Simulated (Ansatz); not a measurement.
# AlCl₂F₂H: what the fields show

Input file:

```
crystal:
  periodic: [false, false, false]
  atoms:
    - { symbol: Al, position_ang: [0.018789, 0.246868, -0.094691] }
    - { symbol: F, position_ang: [0.031254, 0.284922, 1.575167] }
    - { symbol: Cl, position_ang: [1.786373, 0.363053, -1.149707] }
    - { symbol: F, position_ang: [-1.447523, 0.20246, -0.825195] }
    - { symbol: Cl, position_ang: [0.591211, -2.837146, 1.279456] }
    - { symbol: H, position_ang: [0.286397, -1.774757, 2.01517] }
basis:
  gaussian: { orbitals: def2-SVP }
hamiltonian:
  xc: { name: BHLYP }
relax:
  f_tol: 0.03
  max_steps: 50
output:
  orbitals: {}
```

Run with:

```sh
ansatz run input.yaml --threads 2 --pin off --max-ram 3072MiB --backend cpu --events-out ev --progress --plain --runs-dir out
```

The fields are those of the run's last geometry, not of the input's.

Level of theory: RKS BHLYP/def2-SVP in Ansatz 0.2.0.

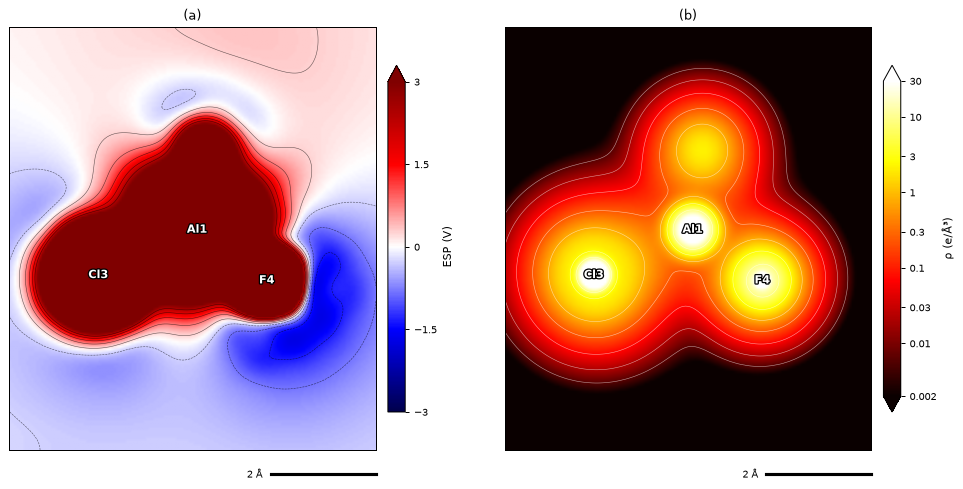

Figure 1. (a) electrostatic potential; (b) total electron density on the plane of atoms Cl3, Al1 and F4.

Read the bonding off the picture.

Answer.
- The section cuts through Al, Cl and F sites.
- Al–F (1.64 Å): the density is about 0.84 e/Å³ at the midpoint.
- Al–Cl (2.08 Å): ρ at the midpoint is about 0.75 e/Å³.
- Outside the dense part of the molecule the potential is most negative (−1.7 V) near F4.

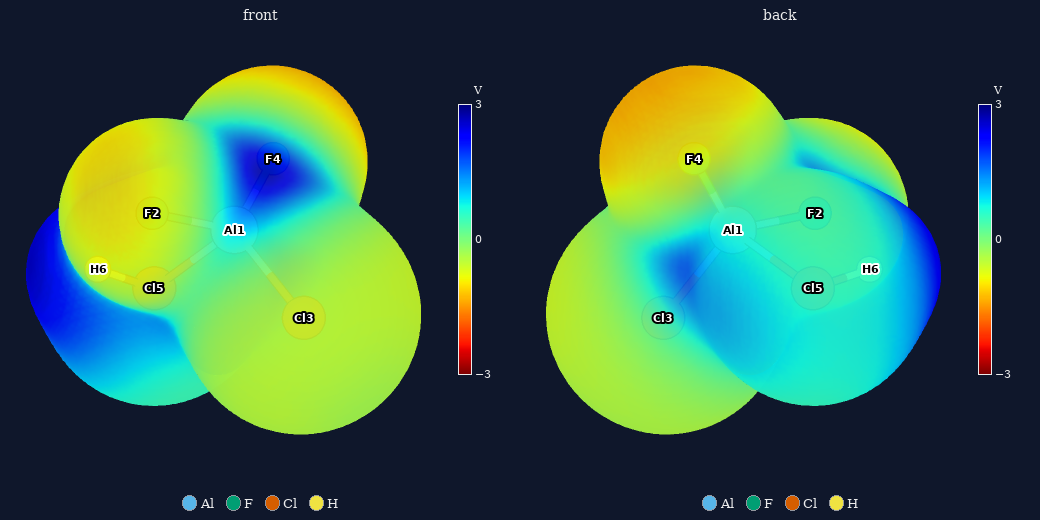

Figure 2. The molecular electrostatic potential painted on the density surface at 0.001 e/bohr³, seen from the front and from behind; red is negative and blue positive.

Which sites attract a positive test charge, and which a negative one?

Answer. A positive charge is drawn to the negative regions and a negative charge to the positive ones. The most negative region (about −1.4 V, or −32 kcal/mol for a unit charge) lies over F4, the most positive (about +2.6 V, or +60 kcal/mol for a unit charge) over Al1 and H6.

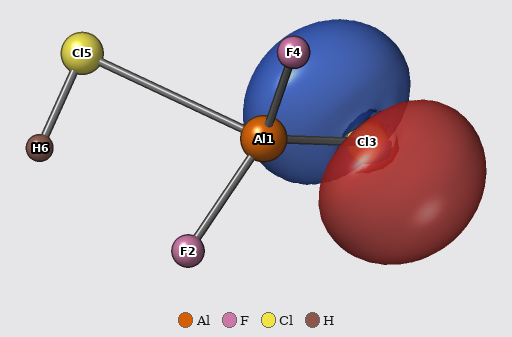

Figure 3. The HOMO−1 at ±0.15 Å⁻³ᐟ² (red and blue are the two phases), seen from one side.

What is the character of this orbital?

Answer. By Hirshfeld shares it lies mainly on Cl3 (about 90 %); largely a lone pair of Cl3. Its energy is −10.58 eV.
